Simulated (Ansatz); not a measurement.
# Si2H4F2 (SMILES F[SiH](F)[SiH3]): wB97M-V/cc-pVDZ

What is the vertical ionisation energy of Si2H4F2 at wB97M-V/cc-pVDZ? 

The calculation is run with Ansatz 0.2.0.

50 further runs of the same task are left out: 50 set aside as unsound or not needed.

## 1. The system as given

Si2H4F2: 8 atoms, total charge 0, spin state singlet. As SMILES, `F[SiH](F)[SiH3]`. The shape is that of a PBE0-D4/def2-TZVP optimisation.

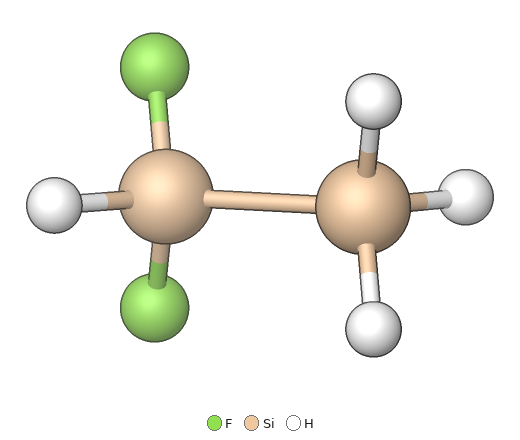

Viewed from a chosen angle; fluorine green, silicon light orange, hydrogen white.

## 2. A single-point energy at wB97M-V/cc-pVDZ

molecule.yaml reads:

```yaml
crystal:
  periodic: [false, false, false]
  atoms:
    - {symbol: F, position_ang: [0.971900, -1.046400, 1.729500]}
    - {symbol: Si, position_ang: [1.061800, -0.320500, 0.314000]}
    - {symbol: F, position_ang: [1.618700, -1.392500, -0.725000]}
    - {symbol: Si, position_ang: [-1.075200, 0.372800, -0.346900]}
    - {symbol: H, position_ang: [2.081000, 0.748800, 0.431800]}
    - {symbol: H, position_ang: [-1.595200, 1.352300, 0.642900]}
    - {symbol: H, position_ang: [-0.983200, 1.025300, -1.679300]}
    - {symbol: H, position_ang: [-1.987700, -0.796800, -0.422700]}
basis:
  gaussian:
    orbitals: cc-pVDZ
total_charge: 0
hamiltonian:
  xc: {name: wB97M-V}
accuracy: high
output:
  orbitals: {seedname: orbitals}
```

Command:

```bash
$ ansatz run molecule.yaml --threads 1 --pin off --max-ram 3480MiB --events-out events.jsonl --progress --plain --runs-dir runs
```

Output:

```text
Warning: RAYON_NUM_THREADS=1 ignored (pool sized by the plan → 1); use --threads N
Functional definition: wB97M-V
  name "wB97M-V"
  parameter omega = 0.3/bohr
  parameter cx = 0.15
  parameter cx01 = 1.007
  parameter cx10 = 0.259
  parameter css00 = 0.443
  parameter css04 = -1.437
  parameter css10 = -4.535
  parameter css20 = -3.390
  parameter css43 = 4.278
  parameter cos00 = 1.000
  parameter cos10 = 1.358
  parameter cos20 = 2.924
  parameter cos21 = -8.812
  parameter cos60 = -1.390
  parameter cos61 = 9.142
  parameter b = 6.0
  parameter c = 0.01
  gx(w, u) = 1 - cx + cx01*u + cx10*w
  gss(w, u) = css00 + css04*u^4 + css10*w + css20*w^2 + css43*w^4*u^3
  gos(w, u) = cos00 + cos10*w + (cos20 + cos21*u)*w^2 + (cos60 + cos61*u)*w^6
  exchange = spin_sum(e_x_unif_sr(omega)*gx(b97_w, b97_u_x)) + cx*exact_x_sr(omega) + exact_x_lr(omega)
  correlation = spin_sum(e_c_pw_mod_same_spin*gss(b97_w, b97_u_same))
      + integral(e_c_pw_mod_opposite_spin*gos(b97_w_opposite, b97_u_opposite)) + vv10(b, c)
1906 factors; integrals over basis functions are off by at most 3.9e-9 eV
372 factors; integrals over basis functions are off by at most 2.4e-9 eV
mean field evaluation 1: about -21251.5777 eV, gradient 3.7e1 eV
mean field evaluation 2: about -21251.4609 eV, gradient 4.2e1 eV
mean field evaluation 4: about -21253.9601 eV, gradient 1.3e0 eV
mean field evaluation 8: about -21254.0552 eV, gradient 5.6e-2 eV
mean field evaluation 16: about -21254.0552 eV, gradient 1.5e-5 eV
mean field -21254.05519536 eV, -781.0721219135 hartree, gradient 2.6e-8 eV, S^2 0.000000; 0 other end points of the search recorded, 0 dependent functions left out
reference -21254.05520010 eV, -781.0721220878 hartree; 25, 25 occupied and 59, 59 virtual orbitals, 1906 factors
Total energy: -21254.05520010 eV, -781.0721220878 hartree
```

Run time: 34 s. Hardware: 1 thread of Intel Xeon 6975P-C (Granite Rapids), shared host; peak memory 0.58 GiB.

## 3. The doublet cation at the same level

input.yaml reads:

```yaml
crystal:
  periodic: [false, false, false]
  atoms:
    - {symbol: F, position_ang: [0.971900, -1.046400, 1.729500]}
    - {symbol: Si, position_ang: [1.061800, -0.320500, 0.314000]}
    - {symbol: F, position_ang: [1.618700, -1.392500, -0.725000]}
    - {symbol: Si, position_ang: [-1.075200, 0.372800, -0.346900]}
    - {symbol: H, position_ang: [2.081000, 0.748800, 0.431800]}
    - {symbol: H, position_ang: [-1.595200, 1.352300, 0.642900]}
    - {symbol: H, position_ang: [-0.983200, 1.025300, -1.679300]}
    - {symbol: H, position_ang: [-1.987700, -0.796800, -0.422700]}
basis:
  gaussian: {orbitals: cc-pVDZ}
total_charge: 1
magnetization: {spin_polarized: true, initial_magnetization: 1}
hamiltonian: {xc: {name: wB97M-V}}
accuracy: high
output: {orbitals: {seedname: orbitals}}
```

Command:

```bash
$ ansatz run input.yaml --threads 1 --pin off --max-ram 3480MiB --events-out events.jsonl --progress --plain --runs-dir runs
```

Output, shortened:

```text
Warning: RAYON_NUM_THREADS=1 ignored (pool sized by the plan → 1); use --threads N
Functional definition: wB97M-V
  name "wB97M-V"
[...]
  gx(w, u) = 1 - cx + cx01*u + cx10*w
  gss(w, u) = css00 + css04*u^4 + css10*w + css20*w^2 + css43*w^4*u^3
  gos(w, u) = cos00 + cos10*w + (cos20 + cos21*u)*w^2 + (cos60 + cos61*u)*w^6
[...]
      + integral(e_c_pw_mod_opposite_spin*gos(b97_w_opposite, b97_u_opposite)) + vv10(b, c)
1905 factors; integrals over basis functions are off by at most 3.9e-9 eV
372 factors; integrals over basis functions are off by at most 2.4e-9 eV
[...]
mean field -21243.21744642 eV, -780.6738419859 hartree, gradient 6.7e-8 eV, S^2 0.753926; 0 other end points of the search recorded, 0 dependent functions left out
reference -21243.21745108 eV, -780.6738421573 hartree; 25, 24 occupied and 59, 60 virtual orbitals, 1905 factors
Total energy: -21243.21745108 eV, -780.6738421573 hartree
```

Run time: 60 s. Hardware: 1 thread of Intel Xeon 6975P-C (Granite Rapids), shared host; peak memory 1 GiB.

## 4. What came out

Level: wB97M-V/cc-pVDZ.

| quantity | value |
| --- | --- |
| singlet Si2H4F2: total energy | -781.07212 Eh |
| singlet Si2H4F2: HOMO energy | -10.54 eV |
| singlet Si2H4F2: LUMO energy | 1.81 eV |
| singlet Si2H4F2: HOMO–LUMO gap | 12.35 eV |
| doublet cation: total energy | -780.67384 Eh |
| doublet cation: HOMO energy (highest over α and β) | -17.78 eV |
| doublet cation: LUMO energy (lowest over α and β) | -11.18 eV |
| doublet cation: ⟨S²⟩ | 0.754 |
| vertical ionisation energy (to the doublet cation) | 10.838 eV |

What this shows: Removing an electron at fixed nuclei costs 10.84 eV (250 kcal/mol). The negative HOMO energy of the first species, 10.54 eV, lies 0.30 eV below that difference.
